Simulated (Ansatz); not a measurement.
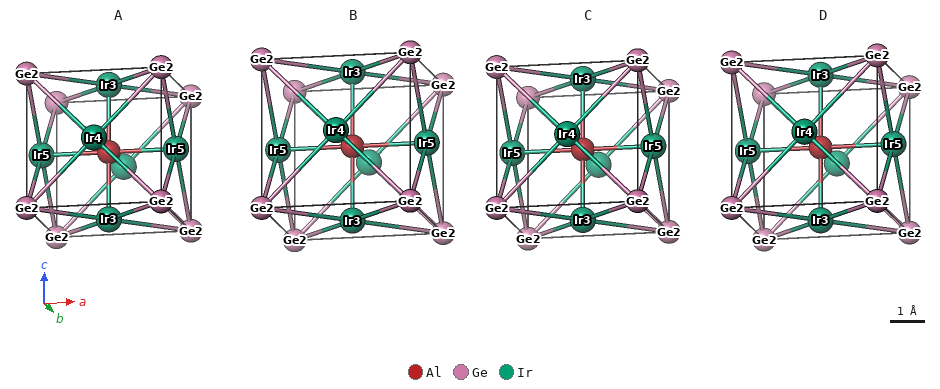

4 geometries from one relaxation of solid AlGeIr3 (a generated structure, set up in Pm-3m) (coarse preliminary run), in shuffled order. A ball-and-stick model of the cell of the calculation, seen from a free direction.

Level of theory: DFT PBE, scalar-relativistic, plane waves, PAW in Ansatz 0.2.0. Settings: plane-wave cutoff 420 eV; k-point mesh 4 × 4 × 4; occupations gaussian; smearing width 0.1 eV; no spin polarisation; cell and atoms relaxed; force threshold 0.04 eV/Å; at most 70 steps.

Put them in the order of the run, from the start to the converged end.

A, C, D, B. They are steps 0, 1, 2, 7, at +841 meV per atom, +206 meV per atom, +34.8 meV per atom relative to the last. After 5 accepted moves (7 points after the start) the energy has fallen by 841 meV per atom. All forces vanish by symmetry, so only the cell relaxes. The pressure goes from 76.14 to 0.17 GPa. At 2 points the geometry stayed and the basis and grid were re-selected for the new cell (energy shift of 11.0 meV per atom at most each time). The atoms keep their places relative to the cell (all moves are under 0.005 Å). Cell: a = b = c 4.065 → 4.493 Å (+10.5 %). Volume +35.0 %. Near-neighbour distances that change, for instance: Ge–Ir 2.875 → 3.177 Å, Al–Ir 2.033 → 2.247 Å. The space group stays Pm-3m (No. 221).

Limits of the set-up: the k-point mesh is coarse for a cell with partly filled bands.
